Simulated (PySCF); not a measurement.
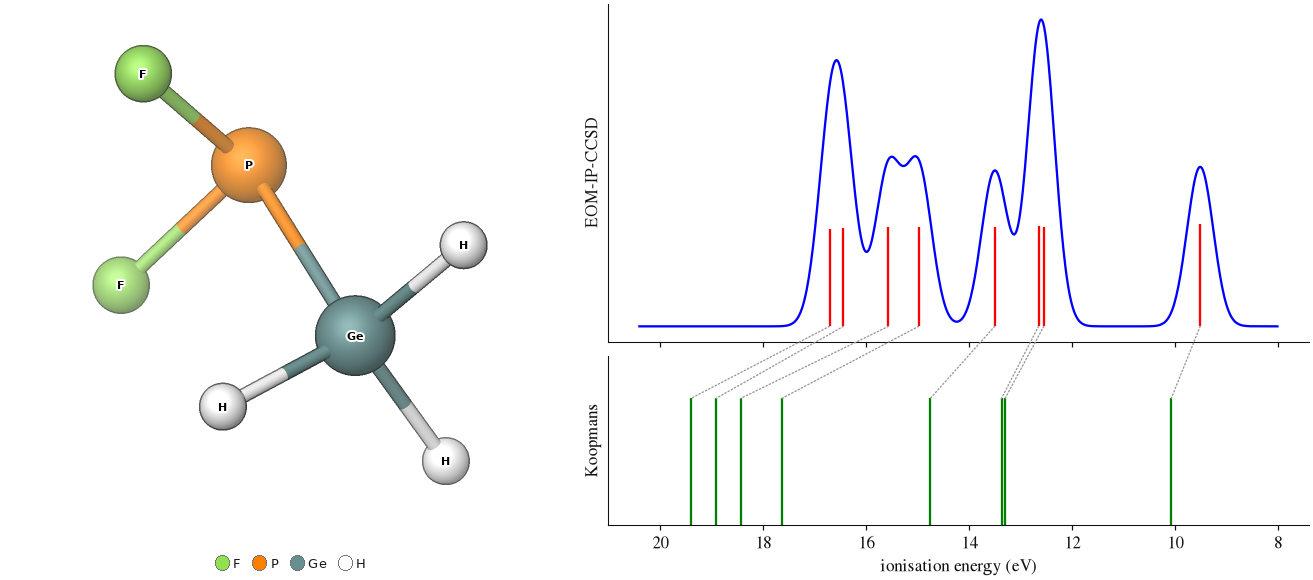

Valence photoelectron lines of GePH₃F₂, SMILES F[P](F)[GeH3], singlet: vertical EOM-IP-CCSD/aug-cc-pVDZ (frozen core, PySCF 2.14.0, at a PBE0-D3(BJ)/def2-SVP geometry (no frequency check); 8 lines, one for each of the 8 highest orbitals, so a line of a deeper orbital can be missing among them) above, Hartree-Fock orbital energies with the sign turned below, non-relativistic; dotted lines join each line to its leading orbital. Stick heights are one-hole weights (summed over degenerate lines), not cross-sections; Gaussian width 0.60 eV.

Question: What is the first vertical ionisation energy, and how far is Koopmans' value off?

Answer: 9.51 eV from the HOMO; Koopmans gives 10.07 eV, 0.56 eV too high.

Question: Do correlation and relaxation change the order of the lines?

Answer: Not among these holes, which come in the order of the orbitals, HOMO, HOMO−1, HOMO−2, HOMO−3, HOMO−4, HOMO−5, HOMO−6, HOMO−7.

Caveats: small basis, so the lines can lie some tenths of an eV too low.
